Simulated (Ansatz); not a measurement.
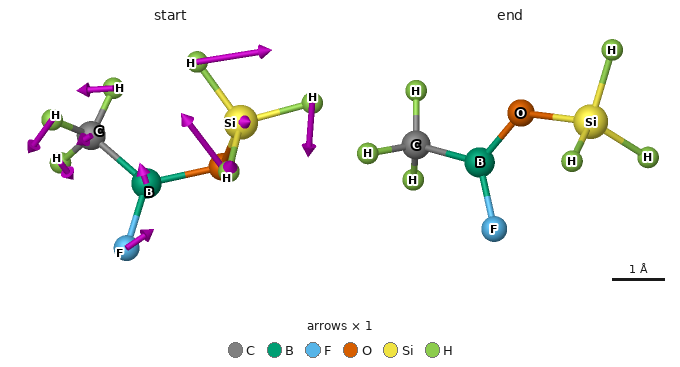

The structure of CH$_{6}$BFOSi (coarse preliminary run) before (left) and after (right) a relaxation, at one scale. The purple arrows give the displacements, at their true length.

A ball-and-stick model, seen at a tilt.

The start comes from a force field.

The calculation used RKS PBE-D4/def2-SVP in Ansatz. Settings: force threshold 0.03 eV/Å; at most 200 steps.

Describe what moved and what it gained.

Over 23 accepted moves (26 points after the start) the energy falls by 92.2 kJ/mol. The largest force component goes from 3.1 to 0.022 eV/Å. The line search rejected the trial steps at points 10, 15, 21 of the run. The forces were under the threshold at step 17, but the run went on from there. The atom that moves furthest after the best rigid fit is an H atom (1.56 Å). By element the largest moves are H 1.56 Å, O 1.49 Å, F 0.68 Å, B 0.43 Å, C 0.41 Å, Si 0.34 Å. Near-neighbour distances that change, for instance: B–O 1.505 → 1.363 Å, B–F 1.429 → 1.355 Å, C–H 1.186 → 1.112 Å, H–Si 1.437 → 1.502 Å. Among the angles between lasting bonds that change: B–O–Si 105.3° → 129.4°, O–Si–H 111.6° → 105.9°, O–Si–H 106.5° → 110.6°. Groups turn about O–Si by about 120°, B–O by about 90°.
